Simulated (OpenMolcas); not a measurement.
# One shape, several levels: Si2H4ClF (SMILES F[SiH]([SiH3])Cl)

Aim: a comparison of 6 runs (HF/def2-SVP, B3LYP/6-31G*, BLYP/def2-SVP, M06-2X/def2-SVP, SVWN5/def2-SVP, MP2/def2-SVP) of Si2H4ClF. 

The results are computed with OpenMolcas 26.06.

1 further run of the same task is left out (set aside as unsound or not needed).

## Step 1: The system as given

The species is Si2H4ClF (8 atoms), meant as a singlet with charge 0. SMILES: `F[SiH]([SiH3])Cl`. The coordinates come from a PBE0-D4/def2-TZVP relaxation.

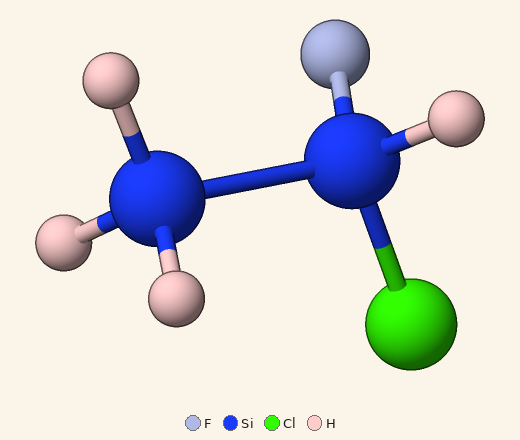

Viewed from a chosen angle; fluorine light blue, silicon blue, chlorine green, hydrogen pink.

## Step 2: Energy and gradient at HF/def2-SVP (run 1)

The input, test.input:

```
>>> EXPORT MOLCAS_PRINT=2

&GATEWAY
 BasLib
 $CurrDir
 Coord
 8
 angstrom
 F       -1.329000       1.796800       0.161200
 Si      -0.382900       0.812800      -0.667700
 Si       0.539000      -0.793000       0.761300
 Cl      -1.534100      -0.130100      -2.075900
 H        0.596600       1.655400      -1.392300
 H        1.355700      -0.131100       1.812300
 H        1.403500      -1.693800      -0.044400
 H       -0.556600      -1.574100       1.389600
 Basis
 def2-SVP
 Group
 NoSym

&SEWARD

&SCF
 Thresholds
 1e-10 1e-07 1e-07 1e-05
 PrOrbitals
 0

&ALASKA
```

The basis set def2-SVP is read from a file made from the Basis Set Exchange's data (not shown).

Run with:

```bash
$ export MOLCAS_MEM=1860
$ pymolcas test.input > test.log
```

The log of the run:

```text
--- Start Module: gateway ---
[...]
--- Stop Module: gateway /rc=_RC_ALL_IS_WELL_ ---
[...]
      Basis functions           88
[...]
--- Start Module: scf ---
[...]
       Convergence after  13 Iterations
[...]
::    Total SCF energy                              -1138.8259259384
[...]
      Total spin, S                                     0.0000000000
[...]
      Total electronic charge=   58.000000
      Total            charge=   -0.000000
[...]
      Dipole Moment (debye):
      Origin of the operator (angstrom)=   -0.6293    0.2491   -0.5716
                   X=  1.7537E+00               Y= -5.5542E-01               Z=  4.5011E-01           Total=  1.8938E+00
      Quadrupole Moment (debye*angstrom):
[...]
--- Stop Module: scf /rc=_RC_ALL_IS_WELL_ ---
[...]
--- Start Module: alaska ---
[...]
 *              Molecular gradients               *
 **************************************************
  Irreducible representation: a
 ------------------------------------------------------------------------------------------
                              X                       Y                       Z
 ------------------------------------------------------------------------------------------
  F1                5.71385707324445E-03   -5.27884827809544E-03   -5.05983168444502E-03
  SI2              -1.11376237275405E-02   -3.10564078314624E-03    5.67864439293664E-03
  SI3              -2.12004889660022E-03    3.46511848661457E-03   -3.74257222850716E-03
  CL4               4.88731776054152E-03    3.54924276599533E-03    4.88631868984513E-03
  H5                2.19614230972454E-03    2.32903592722211E-03   -2.76218434976983E-03
  H6                9.25580510757307E-04    8.36810318673775E-04    1.19955883347123E-03
  H7                8.77332263682806E-04   -8.92953355861259E-04   -9.25056750043840E-04
  H8               -1.34255729378951E-03   -9.02765081333801E-04    7.25123096702252E-04
[...]
--- Stop Module: alaska /rc=_RC_ALL_IS_WELL_ ---
[...]
```

Wall time 11 s (1 thread of Intel Xeon Platinum 8259CL at 2.50GHz (Skylake/Cascade Lake), shared host); peak memory 0.48 GiB.

## Step 3: Energy and gradient at B3LYP/6-31G(d) (spherical functions) (run 2)

The input, job.input:

```
&GATEWAY
  BasLib = $CurrDir
  Coord
  8
  angstrom
  F       -1.329000       1.796800       0.161200
  Si      -0.382900       0.812800      -0.667700
  Si       0.539000      -0.793000       0.761300
  Cl      -1.534100      -0.130100      -2.075900
  H        0.596600       1.655400      -1.392300
  H        1.355700      -0.131100       1.812300
  H        1.403500      -1.693800      -0.044400
  H       -0.556600      -1.574100       1.389600
  Basis = 6-31Gs
  Group = NoSym

&SEWARD
  GridInput
  Grid=UltraFine
  End of Grid

&SCF
  KSDFT = B3LYP
  Thresholds = 1e-10 1e-07 1e-07 1e-05
  PrOrbitals = 1 1

&ALASKA
```

The basis set 6-31G* is read from a file made from the Basis Set Exchange's data (not shown).

Run with:

```bash
$ export MOLCAS_MEM=1860
$ pymolcas job.input > job.log
```

The log of the run:

```text
--- Start Module: gateway ---
[...]
--- Stop Module: gateway /rc=_RC_ALL_IS_WELL_ ---
[...]
      Basis functions           76
[...]
--- Start Module: scf ---
[...]
       Convergence after  14 Iterations
[...]
::    Total KS-DFT energy                           -1141.5248458940
[...]
      Total spin, S                                     0.0000000000
[...]
      Total electronic charge=   58.000000
      Total            charge=   -0.000000
[...]
      Dipole Moment (debye):
      Origin of the operator (angstrom)=   -0.6293    0.2491   -0.5716
                   X=  1.6551E+00               Y= -3.2838E-01               Z=  6.7855E-01           Total=  1.8187E+00
      Quadrupole Moment (debye*angstrom):
[...]
--- Stop Module: scf /rc=_RC_ALL_IS_WELL_ ---
[...]
--- Start Module: alaska ---
[...]
 *              Molecular gradients               *
 **************************************************
  Irreducible representation: a
 ------------------------------------------------------------------------------------------
                              X                       Y                       Z
 ------------------------------------------------------------------------------------------
  F1                8.08134408413430E-03   -8.72874688165837E-03   -7.13924030892699E-03
  SI2              -1.14388500714675E-02    3.24728829881593E-03   -6.44714405685809E-04
  SI3              -2.21447640843309E-04   -3.19690364259273E-04    4.56632511355082E-04
  CL4               5.54964224691901E-03    4.50359352886487E-03    7.75487247882367E-03
  H5               -9.82875079426293E-04   -9.52032168761718E-05    9.00414043683018E-04
  H6               -3.58725035826346E-04    2.33236334109987E-04   -5.59915330094363E-04
  H7               -4.45692878951132E-04    6.37941808695253E-04   -2.83281502592381E-04
  H8               -1.83395624425930E-04    5.21580492256479E-04   -4.84767486506055E-04
[...]
--- Stop Module: alaska /rc=_RC_ALL_IS_WELL_ ---
[...]
```

Run time: 35 s. Hardware: 1 thread of Intel Xeon Platinum 8259CL at 2.50GHz (Skylake/Cascade Lake), shared host; peak memory 0.43 GiB.

Run 3 isn't shown in full; the table further down has it.

## Step 4: Energy and gradient at M06-2X/def2-SVP (run 4)

The input, mol.xyz:

```xyz
8

F     -1.329000     1.796800     0.161200
Si    -0.382900     0.812800    -0.667700
Si     0.539000    -0.793000     0.761300
Cl    -1.534100    -0.130100    -2.075900
H      0.596600     1.655400    -1.392300
H      1.355700    -0.131100     1.812300
H      1.403500    -1.693800    -0.044400
H     -0.556600    -1.574100     1.389600
```

The input, test.input:

```
&GATEWAY
 BasLib=$CurrDir
 Coord=mol.xyz
 Basis=def2-SVP
 Group=NoSym

&SEWARD
 GridInput
 Grid=UltraFine
 End of Grid

&SCF
 KSDFT=M062X
 Thresholds=1e-10 1e-07 1e-07 1e-05
 PrOrbitals=1 1

&ALASKA
```

The basis set def2-SVP is read from a file made from the Basis Set Exchange's data (not shown).

Run with:

```bash
$ export MOLCAS_MEM=1860
$ pymolcas test.input > test.log
```

The log of the run:

```text
--- Start Module: gateway ---
[...]
--- Stop Module: gateway /rc=_RC_ALL_IS_WELL_ ---
[...]
      Basis functions           88
[...]
--- Start Module: scf ---
[...]
       Convergence after  13 Iterations
[...]
::    Total KS-DFT energy                           -1141.0349171377
[...]
      Total spin, S                                     0.0000000000
[...]
      Total electronic charge=   58.000000
      Total            charge=   -0.000000
[...]
      Dipole Moment (debye):
      Origin of the operator (angstrom)=   -0.6293    0.2491   -0.5716
                   X=  1.5576E+00               Y= -4.7806E-01               Z=  4.6934E-01           Total=  1.6955E+00
      Quadrupole Moment (debye*angstrom):
[...]
--- Stop Module: scf /rc=_RC_ALL_IS_WELL_ ---
[...]
--- Start Module: alaska ---
[...]
 *              Molecular gradients               *
 **************************************************
  Irreducible representation: a
 ------------------------------------------------------------------------------------------
                              X                       Y                       Z
 ------------------------------------------------------------------------------------------
  F1                1.02496733129414E-02   -9.74729054056667E-03   -9.16077205374854E-03
  SI2              -1.39257550706233E-02    6.14326037145041E-03    6.55600225004682E-03
  SI3               3.33377306105831E-04   -3.88741272409732E-04    2.35190761650017E-04
  CL4               3.11813999709365E-03    3.13516023440030E-03    2.91733105851222E-03
  H5                1.51852794854079E-05    7.20620642693071E-04   -8.03071124173549E-04
  H6                3.13575501489360E-05    1.22895137377732E-06   -6.05037914791495E-06
  H7                1.45632595587308E-05    1.16268337076342E-04    1.58494344384419E-04
  H8                1.63458365415536E-04    1.94932760346767E-05    1.02875142474534E-04
[...]
--- Stop Module: alaska /rc=_RC_ALL_IS_WELL_ ---
[...]
```

Wall time 45 s (1 thread of Intel Xeon Platinum 8259CL at 2.50GHz (Skylake/Cascade Lake), shared host); peak memory 0.48 GiB.

Run 5 isn't shown in full; the table further down has it.

## Step 5: A single-point energy at MP2/def2-SVP (run 6)

The input, job.input:

```
* ClFH4Si2 MP2
>>> EXPORT MOLCAS_PRINT=2

&GATEWAY
 BASLIB=$CurrDir
 COORD
 8
 angstrom
 F       -1.329000       1.796800       0.161200
 Si      -0.382900       0.812800      -0.667700
 Si       0.539000      -0.793000       0.761300
 Cl      -1.534100      -0.130100      -2.075900
 H        0.596600       1.655400      -1.392300
 H        1.355700      -0.131100       1.812300
 H        1.403500      -1.693800      -0.044400
 H       -0.556600      -1.574100       1.389600
 BASIS=def2-SVP
 GROUP=NoSym

&SEWARD

&SCF
 THRESHOLDS=1e-10 1e-07 1e-07 1e-05
 PRORBITALS=1 1

&MBPT2
 FROZEN=16
```

The basis set def2-SVP is read from a file made from the Basis Set Exchange's data (not shown).

Run with:

```bash
$ export MOLCAS_MEM=1860
$ pymolcas job.input > job.log
```

The log of the run:

```text
--- Start Module: gateway ---
[...]
--- Stop Module: gateway /rc=_RC_ALL_IS_WELL_ ---
[...]
      Basis functions           88
[...]
--- Start Module: scf ---
[...]
       Convergence after  13 Iterations
[...]
::    Total SCF energy                              -1138.8259259384
[...]
      Total spin, S                                     0.0000000000
[...]
      Total electronic charge=   58.000000
      Total            charge=   -0.000000
[...]
      Dipole Moment (debye):
      Origin of the operator (angstrom)=   -0.6293    0.2491   -0.5716
                   X=  1.7537E+00               Y= -5.5542E-01               Z=  4.5011E-01           Total=  1.8938E+00
      Quadrupole Moment (debye*angstrom):
[...]
--- Stop Module: scf /rc=_RC_ALL_IS_WELL_ ---
[...]
--- Start Module: mbpt2 ---
[...]
WARNING!
Default frozen orbitals as non valence orbitals is overwritten by user input.
Default values:  10
[...]
       Reference weight ( Cref**2 )         =        0.85524
::    Total MBPT2 energy                            -1139.3382576818
[...]
      Total MBPT2 calculations                           0.34      0.42
--- Stop Module: mbpt2 /rc=_RC_ALL_IS_WELL_ ---
[...]
```

Wall time 9.9 s (1 thread of Intel Xeon Platinum 8259CL at 2.50GHz (Skylake/Cascade Lake), shared host); peak memory 0.48 GiB.

## Step 6: All runs side by side

| run | level | integration grid | task | energy (Eh) | dipole moment (D) of the reference | HOMO energy (eV) | LUMO energy (eV) | wall time |
| --- | --- | --- | --- | --- | --- | --- | --- | --- |
| 1 | HF/def2-SVP | – | gradient | -1138.825926 | 1.89 | -11.31 | 3.11 | 11 s |
| 2 | B3LYP/6-31G* (spherical functions) | UltraFine | gradient | -1141.524846 | 1.82 | -8.12 | -0.43 | 35 s |
| 3 | BLYP/def2-SVP | UltraFine | gradient | -1141.085071 | 1.34 | -6.87 | -0.86 | 36 s |
| 4 | M06-2X/def2-SVP | UltraFine | gradient | -1141.034917 | 1.70 | -9.47 | 0.57 | 45 s |
| 5 | SVWN5/def2-SVP | UltraFine | gradient | -1136.655427 | 1.42 | -7.11 | -1.29 | 29 s |
| 6 | MP2/def2-SVP | – | energy | -1139.338258 | 1.89 | -11.31 | 3.11 | 9.9 s |

## Step 7: Results

| quantity | value |
| --- | --- |
| run 6: total energy | -1139.33826 Eh |
| run 6: dipole moment (mean-field density) | 1.89 D |
| run 6: HOMO energy (Hartree–Fock orbitals) | -11.31 eV |
| run 6: LUMO energy (Hartree–Fock orbitals) | 3.11 eV |
| run 6: HOMO–LUMO gap (Hartree–Fock orbitals) | 14.42 eV |
| run 6: correlation energy (16 core orbitals frozen) | -512.3 mEh |

In words: Over runs 1, 2, 3, 4, 5 the dipole moment (its size) runs from 1.34 D (BLYP/def2-SVP) to 1.89 D (HF/def2-SVP). Over runs 1, 2, 3, 4, 5 the HOMO–LUMO gap runs from 5.81 eV (SVWN5/def2-SVP) to 14.42 eV (HF/def2-SVP). Exact exchange widens orbital gaps. Totals of different functionals can't be ranked against each other. All runs together took 2.8 min, the longest 45 s.
